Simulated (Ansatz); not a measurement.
In doubt: masses and optical values from hybrid runs of this build are listed as unsure (in some of the runs), which bears on the screening that GW takes from such a start.

Consider LaGaO3 (Pnma).

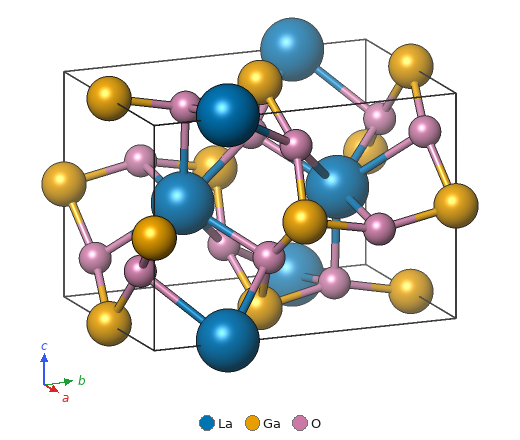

The structure (lanthanum blue, gallium orange, oxygen pink). Some periodic images of atoms are drawn too.

Symmetry: Pnma, No. 62, orthorhombic system. Conventional cell: a = 5.486 Å, b = 7.764 Å, c = 5.514 Å, α = 90.00°, β = 90.00°, γ = 90.00°. La has 9 O at 2.40 to 2.95 Å nearest. Ga has 6 O at 1.96 to 1.99 Å nearest. O has 2 Ga at 1.98 Å and 3 La at 2.40 to 2.95 Å nearest. Nearest to O lie 2 Ga at 1.96 to 1.99 Å and 3 La at 2.43 to 2.78 Å. Farther neighbours and most contacts between anions are not listed.

```
La Ga O
1.0
     5.48589    0.00000    0.00000
     0.00000    7.76421    0.00000
     0.00000    0.00000    5.51395
La Ga O
4 4 12
Direct
  0.98000 0.25000 0.00500
  0.02000 0.75000 0.99500
  0.52000 0.75000 0.50500
  0.48000 0.25000 0.49500
  0.00000 0.00000 0.50000
  0.00000 0.50000 0.50000
  0.50000 0.00000 0.00000
  0.50000 0.50000 0.00000
  0.51300 0.25000 0.92900
  0.48700 0.75000 0.07100
  0.98700 0.75000 0.42900
  0.01300 0.25000 0.57100
  0.72300 0.03670 0.28100
  0.27700 0.53670 0.71900
  0.77700 0.96330 0.78100
  0.22300 0.46330 0.21900
  0.27700 0.96330 0.71900
  0.72300 0.46330 0.28100
  0.22300 0.03670 0.21900
  0.77700 0.53670 0.78100
```

The cell and positions come from the Crystallography Open Database and are kept as given unless a step says otherwise. Spin-orbit coupling is left out unless a run names it.

Gaps computed with Ansatz 0.2.0 without a self-energy: HSE06 5.54 eV.

What gap should G0W0 on HSE06 give (4×2×4 mesh, 1508 empty bands, screening to 200 eV, hard PAW files)?

About 6.33 eV: on its mesh the run moves the gap from 5.56 eV by +0.77 eV. Bands and cutoff are finite, so the gap is not at the basis limit. The miss can reach some tenths of an eV and take either sign; the mesh is an error of its own. The 4×2×4 mesh is coarse for this cell (its supercell is 16 Å along the shortest edge). The RPA ε∞ on it, from the HSE06 start, is 3.79, 3.80 and 3.89; such meshes misread the long-range screening, most where the gap is narrow. Empty 4f levels lie among the conduction bands. Their place in the start is unsure; it enters the screening, and the edge itself where they lie low. The many-body steps are scalar-relativistic: spin-orbit coupling is not in them.

[Paths, hosts, dates, memory and timing lines, banners, echoed tables and standing remarks are left out of the program output.]

[Logs are printed without paths, hosts, clocks, repeated set-up lines and the standing remarks that a program may print on its own settings, such as how far it seeks lower states.]

[Runs of the session that timed out or met a known fault of the program may be left out.]

[Cells called generated may have been cut or substituted from an entry of the Crystallography Open Database or the Materials Project.]

[Hosts, paths, dates, database ids (printed as entryN), source tags and the programs' standing remarks are cut or masked in the printed files.]
